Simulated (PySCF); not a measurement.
**C$_{4}$H$_{10}$FNSi: density, localisation and related maps**

Input file:

```
{"job": {"kind": "nmr", "xc": "PBE0", "basis": "pcSseg-1"}, "charge": 0, "multiplicity": 1}
N      2.027935     0.373871     1.303242
Si     1.741132    -0.419820    -0.191583
F      1.860842    -1.981080     0.204544
C     -0.023410    -0.048748    -0.772469
C     -1.140762    -1.018952    -0.328976
C     -2.038959     0.182650    -0.013394
C     -0.816389     1.102317    -0.118208
H      2.764499     0.024928     1.895147
H      1.985381     1.377355     1.353066
H      2.740775    -0.268606    -1.246647
H     -0.047763     0.064336    -1.858297
H     -1.500790    -1.707881    -1.090902
H     -0.873962    -1.587364     0.559188
H     -2.545344     0.165492     0.949942
H     -2.774802     0.371911    -0.793225
H     -0.937609     2.001634    -0.720306
H     -0.427771     1.379989     0.858967
```

Launched as:

```sh
OMP_NUM_THREADS=1 python probes_run.py task.json out
```

Geometry: GFN2-xTB.

Theory: PySCF, PBE0/pcSseg-1, SCF density, gas phase, non-relativistic.

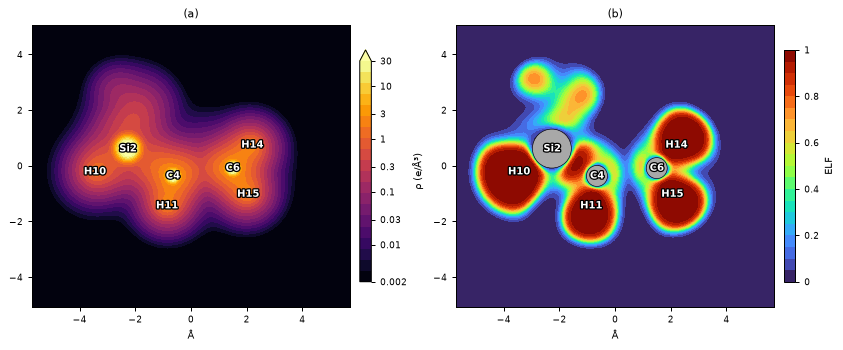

Figure 1. (a) total electron density; (b) ELF on the plane of atoms Si2, C4 and H11. Grey discs cover the atomic cores in the ELF map.

### Describe what can be read from this map.

The section cuts through Si, C and H sites. C–Si (1.89 Å): the density is about 0.96 e/Å³ at the midpoint; the ELF peaks at about 0.95 between the atoms (localised, covalent bonding). C–H (1.09 Å): the density is about 1.9 e/Å³ at the midpoint; the ELF climbs to about 1 towards the hydrogen, as it does in any bond to H; an ordinary covalent bond to hydrogen. Si–H (1.46 Å): ρ is about 0.83 e/Å³ halfway; the ELF climbs to about 1 towards the hydrogen.

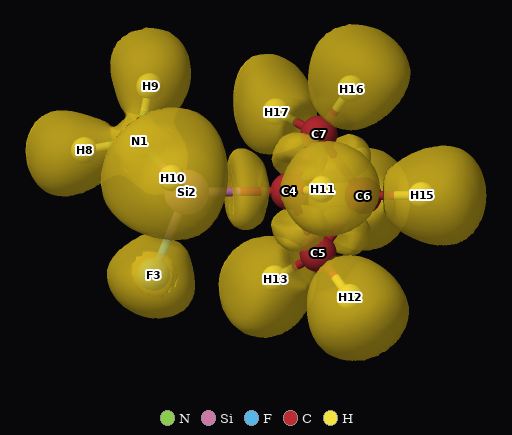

Figure 2. Isosurface of the electron localisation function at 0.75 (yellow), seen at an oblique angle. Core shells and regions of very low density are left out.

### Where are the electrons localised?

The surface consists of four regions between bonded C–C atoms (shared pairs), one region between bonded C–Si atoms (shared pairs), eight regions around hydrogen nuclei, one region wrapped around F (its lone pairs, merged into a ring or cap) and one joined region spread over several atoms (H, N), in which their bonds and any lone pairs are merged.


C–C (1.53 Å): the ELF peaks at about 0.95 between the atoms: a shared electron pair. Si–F (1.62 Å): the ELF peaks at about 0.85 in the valence shell of F, 0.6 Å from its nucleus, and is about 0.50 at the midpoint.

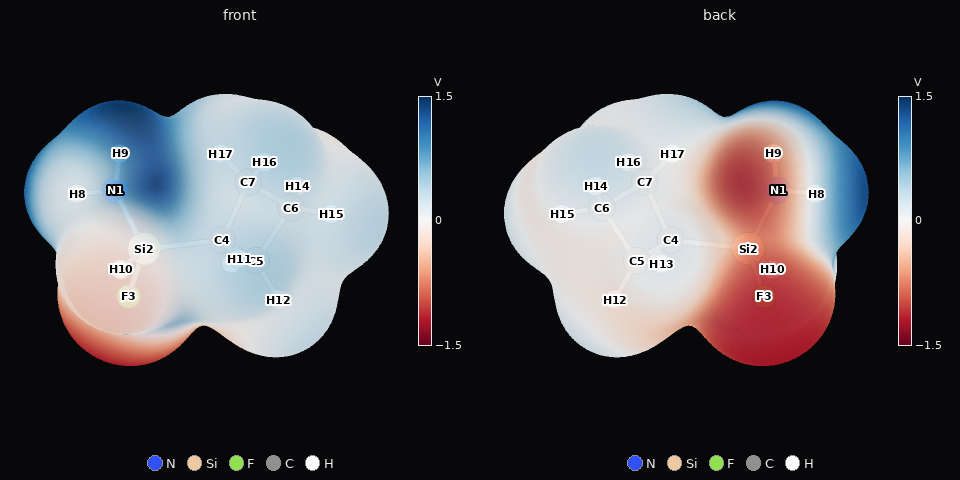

Figure 3. The molecular electrostatic potential painted on the density surface at 0.001 e/bohr³, seen from the front and from behind; the colour scale runs from red (negative) to blue (positive).

### Describe the electrostatic potential map.

The most negative region (about −1.2 V) lies over F3, the most positive (about +1.4 V) over H9.

### What dipole moment does the calculation give?

Its dipole moment is 2.28 D.
